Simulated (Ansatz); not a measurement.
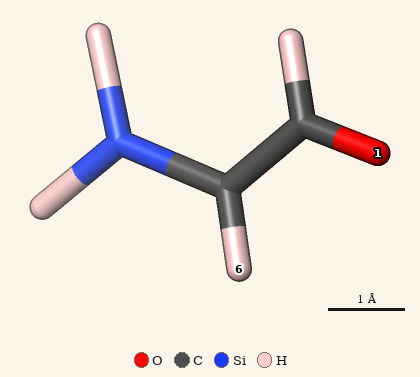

*The starting structure (stick view, seen at a tilt; atoms are numbered from 1 in the order of the input).*

Bond lengths as drawn: C–C 1.43 Å, C–H 1.09 to 1.11 Å, C–O 1.21 Å, C–Si 1.77 Å and H–Si 1.46 Å.

Geometry relaxation of C₂H₄OSi

System: C₂H₄OSi.
Method: RKS B3LYP/def2-SVP (Ansatz 0.2.0).

It belongs to a series of runs on one base structure; here: end point A relaxed. Figures and captions count atoms from 1; the log counts them from 0 in places.

## Output
```
The last accepted step is kept in [file] (removed where the run ends without a failure and the disk answers)
Engine: ansatz 0.2.0, x86_64-unknown-linux-gnu
Functional definition: B3LYP
  parameter a0 = 0.2
  parameter ax = 0.72
  parameter ac = 0.81
  exchange = (1 - a0 - ax)*slater_x + ax*b88_x + a0*exact_x
  correlation = (1 - ac)*vwn_rpa_c + ac*lyp_c
866 factors; integrals over basis functions are off by at most 3.3e-4 eV
mean field evaluation 1: about -12047.4870 eV, gradient 5.9e1 eV
mean field evaluation 2: about -11930.7577 eV, gradient 1.7e2 eV
mean field evaluation 4: about -12056.2320 eV, gradient 1.4e1 eV
mean field evaluation 8: about -12056.8428 eV, gradient 3.3e-1 eV
mean field evaluation 16: about -12056.8613 eV, gradient 7.1e-6 eV
mean field -12056.86132571 eV, -443.0814812856 hartree, gradient 7.2e-6 eV, S^2 0.000000; 0 other end points of the search recorded, 0 dependent functions left out
the calculation of the forces begins
reference -12056.86153788 eV, -443.0814890828 hartree; 19, 19 occupied and 61, 61 virtual orbitals, 866 factors
relax step   1: F+E_penalty+E_count = -12056.86132571 eV  Δ(F+E_penalty+E_count) = +0.000e0 eV  max|allowed force component| = 1.321e0 eV/Å  Δτ_max = 0.0000 Å  (28 SCF iters, accepted)
these checks for a lower state are left out or cut short: starts, cluster_reference, orbital_swaps, neighbouring_geometries, increment
866 factors; integrals over basis functions are off by at most 3.2e-4 eV
mean field -12056.92579029 eV, -443.0838503155 hartree, gradient 8.4e-5 eV, S^2 0.000000; 0 other end points of the search recorded, 0 dependent functions left out
the calculation of the forces begins
reference -12056.92600268 eV, -443.0838581206 hartree; 19, 19 occupied and 61, 61 virtual orbitals, 866 factors
relax step   2: F+E_penalty+E_count = -12056.92579029 eV  Δ(F+E_penalty+E_count) = -6.446e-2 eV  max|allowed force component| = 5.843e-1 eV/Å  Δτ_max = 0.0626 Å  (26 SCF iters, accepted)
these checks for a lower state are left out or cut short: starts, cluster_reference, orbital_swaps, neighbouring_geometries, increment
866 factors; integrals over basis functions are off by at most 3.1e-4 eV
mean field -12056.93307491 eV, -443.0841180202 hartree, gradient 8.8e-5 eV, S^2 0.000000; 0 other end points of the search recorded, 0 dependent functions left out
the calculation of the forces begins
reference -12056.93328768 eV, -443.0841258392 hartree; 19, 19 occupied and 61, 61 virtual orbitals, 866 factors
relax step   3: F+E_penalty+E_count = -12056.93307491 eV  Δ(F+E_penalty+E_count) = -7.285e-3 eV  max|allowed force component| = 1.880e-1 eV/Å  Δτ_max = 0.0126 Å  (27 SCF iters, accepted)
these checks for a lower state are left out or cut short: starts, cluster_reference, orbital_swaps, neighbouring_geometries, increment
866 factors; integrals over basis functions are off by at most 3.1e-4 eV
mean field -12056.93312725 eV, -443.0841199435 hartree, gradient 3.6e-5 eV, S^2 0.000000; 0 other end points of the search recorded, 0 dependent functions left out
the calculation of the forces begins
reference -12056.93334002 eV, -443.0841277628 hartree; 19, 19 occupied and 61, 61 virtual orbitals, 866 factors
relax step   4: F+E_penalty+E_count = -12056.93312725 eV  Δ(F+E_penalty+E_count) = -5.234e-5 eV  max|allowed force component| = 1.793e-1 eV/Å  Δτ_max = 0.0019 Å  (20 SCF iters, accepted)
these checks for a lower state are left out or cut short: starts, cluster_reference, orbital_swaps, neighbouring_geometries, increment
866 factors; integrals over basis functions are off by at most 3.1e-4 eV
mean field evaluation 32: about -12056.8933 eV, gradient 2.1e0 eV
mean field -12056.92754017 eV, -443.0839146221 hartree, gradient 8.5e-5 eV, S^2 0.000000; 0 other end points of the search recorded, 0 dependent functions left out
the calculation of the forces begins
reference -12056.92775311 eV, -443.0839224476 hartree; 19, 19 occupied and 61, 61 virtual orbitals, 866 factors
relax step   5: F+E_penalty+E_count = -12056.92754017 eV  Δ(F+E_penalty+E_count) = +5.587e-3 eV  max|allowed force component| = 2.843e-1 eV/Å  Δτ_max = 0.0281 Å  (28 SCF iters, rejected (line search))
these checks for a lower state are left out or cut short: starts, cluster_reference, orbital_swaps, neighbouring_geometries, increment
866 factors; integrals over basis functions are off by at most 3.1e-4 eV
mean field -12056.93354302 eV, -443.0841352230 hartree, gradient 9.0e-5 eV, S^2 0.000000; 0 other end points of the search recorded, 0 dependent functions left out
the calculation of the forces begins
reference -12056.93375561 eV, -443.0841430354 hartree; 19, 19 occupied and 61, 61 virtual orbitals, 866 factors
relax step   6: F+E_penalty+E_count = -12056.93354302 eV  Δ(F+E_penalty+E_count) = -4.158e-4 eV  max|allowed force component| = 1.768e-1 eV/Å  Δτ_max = 0.0140 Å  (28 SCF iters, accepted)
these checks for a lower state are left out or cut short: starts, cluster_reference, orbital_swaps, neighbouring_geometries, increment
866 factors; integrals over basis functions are off by at most 3.1e-4 eV
mean field -12056.93409003 eV, -443.0841553251 hartree, gradient 2.3e-5 eV, S^2 0.000000; 0 other end points of the search recorded, 0 dependent functions left out
the calculation of the forces begins
reference -12056.93430283 eV, -443.0841631453 hartree; 19, 19 occupied and 61, 61 virtual orbitals, 866 factors
relax step   7: F+E_penalty+E_count = -12056.93409003 eV  Δ(F+E_penalty+E_count) = -5.470e-4 eV  max|allowed force component| = 2.188e-2 eV/Å  Δτ_max = 0.0135 Å  (24 SCF iters, accepted)
these checks for a lower state are left out or cut short: starts, cluster_reference, orbital_swaps, neighbouring_geometries, increment
866 factors; integrals over basis functions are off by at most 3.1e-4 eV
mean field -12056.93413530 eV, -443.0841569887 hartree, gradient 2.1e-5 eV, S^2 0.000000; 0 other end points of the search recorded, 0 dependent functions left out
the calculation of the forces begins
reference -12056.93434806 eV, -443.0841648077 hartree; 19, 19 occupied and 61, 61 virtual orbitals, 866 factors
relax step   8: F+E_penalty+E_count = -12056.93413530 eV  Δ(F+E_penalty+E_count) = -4.527e-5 eV  max|allowed force component| = 2.979e-3 eV/Å  Δτ_max = 0.0045 Å  (25 SCF iters, accepted)
866 factors; integrals over basis functions are off by at most 3.1e-4 eV
mean field evaluation 64: about -12056.9338 eV, gradient 3.4e-1 eV
```

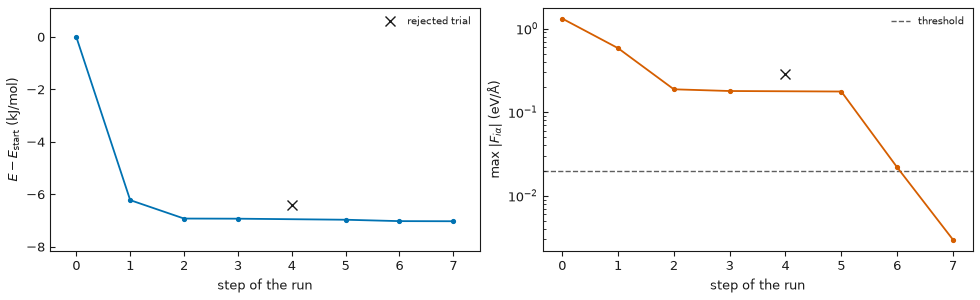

*Progress of the relaxation, step by step (the first geometry is step 0 here and step 1 in the log).*

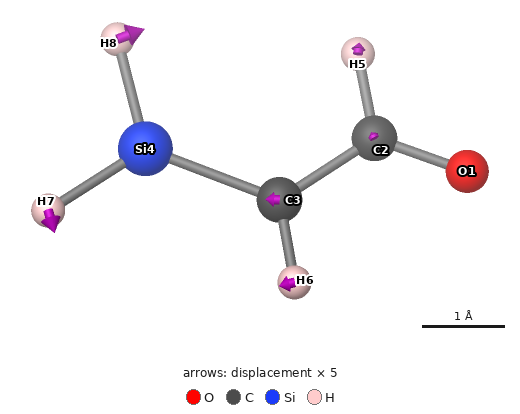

*The starting structure with the displacements as pink arrows, magnified 5 times (ball-and-stick view, seen at a tilt). The two geometries are laid on each other by the best rigid fit.*

The atom that moves furthest after the best rigid fit is H8 (0.074 Å). By element the largest moves are H 0.074 Å, C 0.035 Å, O 0.014 Å, Si 0.012 Å. Among the contacts that change: C3–Si4 1.772 → 1.727 Å, C2–C3 1.432 → 1.463 Å, Si4–H7 1.457 → 1.480 Å, C2–H5 1.112 → 1.124 Å. Among the angles that change: H7–Si4–H8 110.9° → 115.3°, C3–Si4–H8 124.6° → 122.2°. After 7 geometry steps the energy has fallen by 7.03 kJ/mol. The largest force component goes from 1.3 to 0.003 eV/Å. The line search rejected the trial step at point 4 (counted from 0) and went back. (Atoms are counted from 1 in the order of the input.)

```
mean field -12056.93413530 eV, -443.0841569887 hartree, gradient 2.1e-5 eV, S^2 0.000000; 1 other end points of the search recorded, 0 dependent functions left out
the calculation of the forces begins
reference -12056.93434806 eV, -443.0841648077 hartree; 19, 19 occupied and 61, 61 virtual orbitals, 866 factors
Total energy: -12056.93434806 eV, -443.0841648077 hartree
Atom 0 at     1.755293     1.787688    -0.425169 Å, force     0.002720     0.000984     0.000465 eV/Å
Atom 1 at     0.765792     1.087766    -0.503893 Å, force    -0.000536    -0.002581     0.002979 eV/Å
Atom 2 at     0.456549    -0.024303     0.394259 Å, force    -0.000579    -0.000066    -0.000801 eV/Å
Atom 3 at    -0.958938    -1.005462     0.262415 Å, force     0.002346     0.001239     0.000847 eV/Å
Atom 4 at     0.006123     1.273486    -1.310972 Å, force    -0.001786    -0.000091    -0.001485 eV/Å
Atom 5 at     1.194025    -0.210712     1.183573 Å, force    -0.001236     0.001081    -0.001472 eV/Å
Atom 6 at    -1.241089    -2.123666     1.189964 Å, force    -0.000202    -0.000028    -0.000669 eV/Å
Atom 7 at    -1.977746    -0.784796    -0.790176 Å, force    -0.000728    -0.000538     0.000136 eV/Å
Dipole moment:    -0.676347    -0.624290     0.097165 e Å
```

## Trajectory as extended XYZ (Å, eV, eV/Å), 8 frames, from step=1 to step=8
```
8
Properties=species:S:1:pos:R:3:forces:R:3 step=1 energy=-12056.86133
O     1.7655    1.7968   -0.4258    0.2111   0.1177   0.0509
C     0.7805    1.0891   -0.4932    0.0537   0.4806  -0.4589
C     0.4804    0.0009    0.3872   -1.3173  -1.3211   0.3017
Si   -0.9697   -1.0089    0.2575    1.2167   0.8347   0.1213
H     0.0214    1.2617   -1.2874   -0.2171   0.1369  -0.3147
H     1.2133   -0.1798    1.1671    0.2083  -0.1484   0.3220
H    -1.2850   -2.1181    1.1482    0.0762  -0.3216   0.3936
H    -2.0063   -0.8417   -0.7536   -0.2315   0.2212  -0.4158
8
Properties=species:S:1:pos:R:3:forces:R:3 step=2 energy=-12056.92579
O     1.7571    1.7893   -0.4255   -0.0466  -0.0434  -0.0054
C     0.7677    1.0846   -0.5006    0.1807   0.3323  -0.1621
C     0.4645   -0.0157    0.3918   -0.5698  -0.5843   0.1333
Si   -0.9656   -1.0072    0.2588    0.4955   0.3340   0.0551
H     0.0084    1.2696   -1.3041   -0.0567   0.0157  -0.0739
H     1.1963   -0.2065    1.1818    0.0597  -0.0128   0.0605
H    -1.2432   -2.1209    1.1849   -0.0094  -0.0692   0.0652
H    -1.9853   -0.7933   -0.7871   -0.0534   0.0278  -0.0726
8
Properties=species:S:1:pos:R:3:forces:R:3 step=3 energy=-12056.93308
O     1.7554    1.7875   -0.4264   -0.0924  -0.0156   0.0338
C     0.7611    1.0914   -0.4990    0.1880   0.0063  -0.1236
C     0.4565   -0.0229    0.3941   -0.0714  -0.0390   0.0536
Si   -0.9592   -1.0044    0.2617    0.0161   0.0134   0.0061
H     0.0088    1.2709   -1.3144   -0.0366   0.0214   0.0413
H     1.1920   -0.2171    1.1833    0.0119   0.0264  -0.0057
H    -1.2368   -2.1215    1.1915   -0.0064  -0.0099  -0.0068
H    -1.9778   -0.7838   -0.7907   -0.0091  -0.0032   0.0012
8
Properties=species:S:1:pos:R:3:forces:R:3 step=4 energy=-12056.93313
O     1.7559    1.7874   -0.4267   -0.0914  -0.0173   0.0340
C     0.7614    1.0916   -0.4991    0.1793   0.0017  -0.1198
C     0.4561   -0.0225    0.3944   -0.0656  -0.0364   0.0527
Si   -0.9603   -1.0035    0.2629    0.0225   0.0112  -0.0003
H     0.0091    1.2708   -1.3145   -0.0358   0.0227   0.0406
H     1.1922   -0.2167    1.1832    0.0073   0.0263  -0.0063
H    -1.2365   -2.1227    1.1906   -0.0070  -0.0067  -0.0049
H    -1.9778   -0.7843   -0.7909   -0.0091  -0.0015   0.0040
8
Properties=species:S:1:pos:R:3:forces:R:3 step=5 energy=-12056.92754 accepted=F
O     1.7544    1.7883   -0.4251    0.0212  -0.1372  -0.0869
C     0.7748    1.0750   -0.5174   -0.1840   0.2802   0.2843
C     0.4552   -0.0278    0.3930    0.2146   0.0774  -0.0885
Si   -0.9551   -1.0060    0.2609   -0.1658  -0.1136  -0.0172
H    -0.0011    1.2853   -1.3055    0.0994  -0.1237  -0.0456
H     1.1839   -0.2097    1.1925    0.0086   0.0099  -0.0468
H    -1.2356   -2.1236    1.1920   -0.0124   0.0279  -0.0123
H    -1.9766   -0.7815   -0.7904    0.0185  -0.0209   0.0129
8
Properties=species:S:1:pos:R:3:forces:R:3 step=6 energy=-12056.93354
O     1.7509    1.7855   -0.4265    0.1367   0.0970  -0.0225
C     0.7651    1.0841   -0.5052   -0.1768  -0.0785   0.0357
C     0.4581   -0.0258    0.3969    0.0324   0.0003  -0.0005
Si   -0.9574   -1.0058    0.2630    0.0100  -0.0129   0.0229
H    -0.0015    1.2671   -1.3072    0.0308   0.0098  -0.0196
H     1.1993   -0.2047    1.1842   -0.0104  -0.0201   0.0075
H    -1.2461   -2.1258    1.1879   -0.0004   0.0153  -0.0134
H    -1.9685   -0.7745   -0.7931   -0.0223  -0.0110  -0.0100
8
Properties=species:S:1:pos:R:3:forces:R:3 step=7 energy=-12056.93409
O     1.7542    1.7899   -0.4255   -0.0201  -0.0219   0.0053
C     0.7657    1.0880   -0.5034    0.0125   0.0016   0.0035
C     0.4579   -0.0254    0.3943    0.0091   0.0149  -0.0091
Si   -0.9583   -1.0057    0.2626   -0.0052  -0.0006  -0.0018
H     0.0050    1.2728   -1.3096   -0.0031   0.0024  -0.0045
H     1.1968   -0.2117    1.1822   -0.0042  -0.0009   0.0044
H    -1.2452   -2.1222    1.1911    0.0067   0.0023  -0.0030
H    -1.9760   -0.7856   -0.7917    0.0042   0.0023   0.0052
8
Properties=species:S:1:pos:R:3:forces:R:3 step=8 energy=-12056.93413
O     1.7553    1.7877   -0.4252    0.0027   0.0010   0.0005
C     0.7658    1.0878   -0.5039   -0.0005  -0.0026   0.0030
C     0.4565   -0.0243    0.3943   -0.0006  -0.0001  -0.0008
Si   -0.9589   -1.0055    0.2624    0.0023   0.0012   0.0008
H     0.0061    1.2735   -1.3110   -0.0018  -0.0001  -0.0015
H     1.1940   -0.2107    1.1836   -0.0012   0.0011  -0.0015
H    -1.2411   -2.1237    1.1900   -0.0002   0.0000  -0.0007
H    -1.9777   -0.7848   -0.7902   -0.0007  -0.0005   0.0001
```

This output came from the following input.

## The input
```yaml
crystal:
  periodic: [false, false, false]
  atoms:
    - { symbol: O, position_ang: [1.76546, 1.79676, -0.42579] }
    - { symbol: C, position_ang: [0.78046, 1.08911, -0.49321] }
    - { symbol: C, position_ang: [0.48037, 0.0009, 0.38718] }
    - { symbol: Si, position_ang: [-0.96967, -1.00893, 0.25753] }
    - { symbol: H, position_ang: [0.02136, 1.26174, -1.28745] }
    - { symbol: H, position_ang: [1.21333, -0.17978, 1.16708] }
    - { symbol: H, position_ang: [-1.285, -2.11805, 1.14825] }
    - { symbol: H, position_ang: [-2.0063, -0.84175, -0.75359] }
basis:
  gaussian: { orbitals: def2-SVP }
hamiltonian:
  xc: b3lyp
relax:
  f_tol: 0.02
  max_steps: 50
```

Command:
```bash
ansatz run input.yaml --threads 1 --pin off --max-ram 2048MiB --backend cpu --events-out ev --progress --plain --runs-dir out
```

## Results in brief

- outcome: converged
- total energy: −12056.9343 eV
- mean-field energy: −12056.9343 eV
- largest force (length of the vector) at the end: 0.004 eV/Å
- hardware: 1 thread of Intel Xeon @ 2.50GHz (Skylake/Cascade Lake), 189 GiB of memory available, shared host
- wall time: 48 s
- peak memory: 0.16 GiB
